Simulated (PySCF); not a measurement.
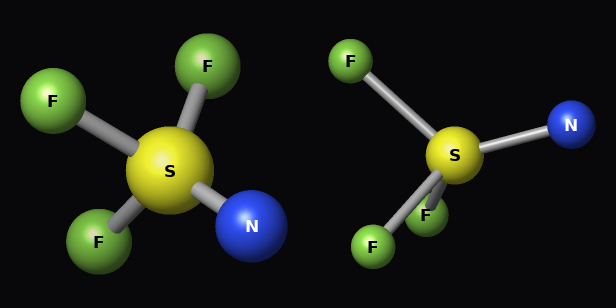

Two views of one molecule.

Computed geometry: PBE0-D3(BJ)/def2-SVP optimisation. No frequency run is at hand to confirm it as a minimum.

Identify the structure.

It has 5 atoms: 1 nitrogen, 1 sulfur and 3 fluorine (NSF₃). The point group is C3v.

The parts below concern this one geometry. Atoms keep their numbers from picture to picture.

**Shape**

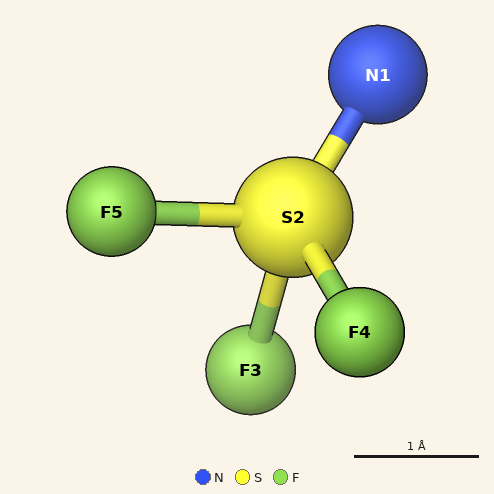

Atoms carry their numbers in the input. No frequency run is at hand to confirm it as a minimum.

What are the angles N1–S2–F3, F3–S2–F4?

```csv
angle,degrees
N1–S2–F3,123.2
F3–S2–F4,93.0
```

**Charges**

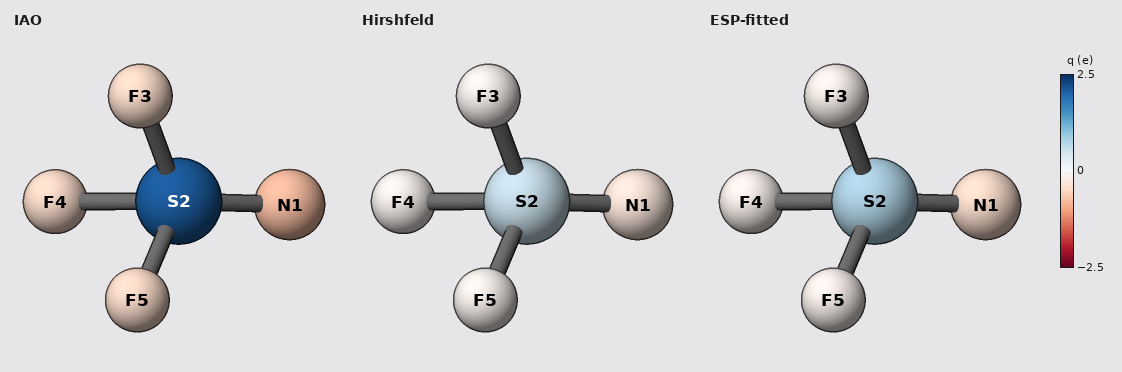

Atomic charges of one calculation by 3 schemes, on one colour scale. No frequency run is at hand to confirm it as a minimum. Level of theory: PBE0/aug-cc-pVDZ (PySCF 2.14.0).

**Which scheme gives the most polar picture (largest mean size of the charges)?**

The IAO charges are the largest in size here, and the Hirshfeld charges the smallest.

List the charges (e), one line for each set of equivalent atoms.

```tsv
atom	IAO	Hirshfeld	ESP-fitted
N1	−0.75	−0.28	−0.42
S2	2.06	0.54	0.75
F3, F4, F5	−0.44	−0.09	−0.11
```

**NMR shielding**

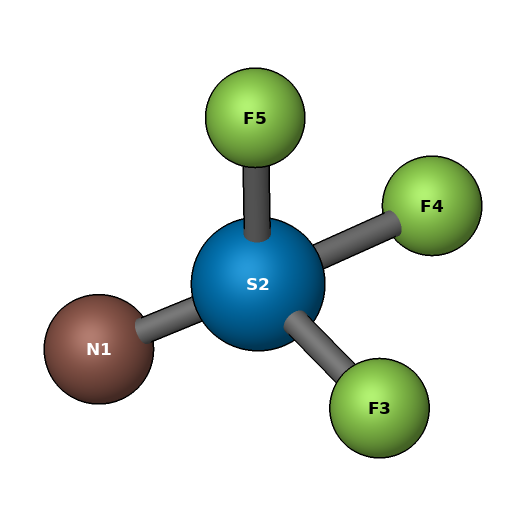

No frequency run is at hand to confirm it as a minimum. Level of theory: GIAO PBE0/aug-cc-pVDZ NMR shielding, non-relativistic, gas phase (PySCF 2.14.0). Principal shieldings σ11 ≤ σ22 ≤ σ33, span Ω = σ33 − σ11, skew κ = 3(σiso − σ22)/Ω.

Give the shielding tensors of the S atoms.

| atom | σ11 | σ22 | σ33 | σiso | Ω | κ |
| --- | --- | --- | --- | --- | --- | --- |
| S2 | 164.2 | 164.6 | 953.8 | 427.6 | 789.6 | 1.00 |

Shieldings and span in ppm.

**Dipole moment**

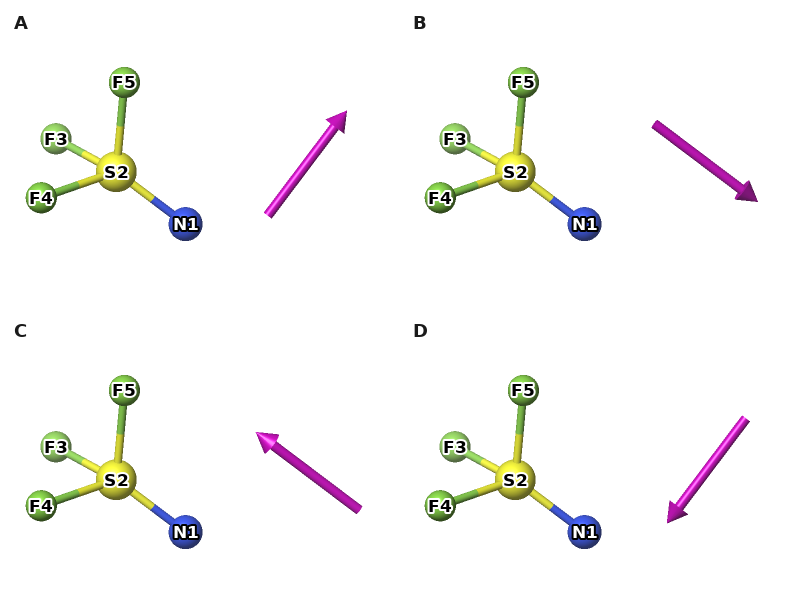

The same molecule four times, each with an arrow. No frequency run is at hand to confirm it as a minimum. Method: PBE0/pcSseg-0, gas phase (PySCF 2.14.0).

**Which arrow points along the dipole moment, from the negative to the positive end?**

C. The dipole moment is 0.92 D; it points from the side of N1 to the side of F3, F4, F5 (the outermost atoms at the two ends).
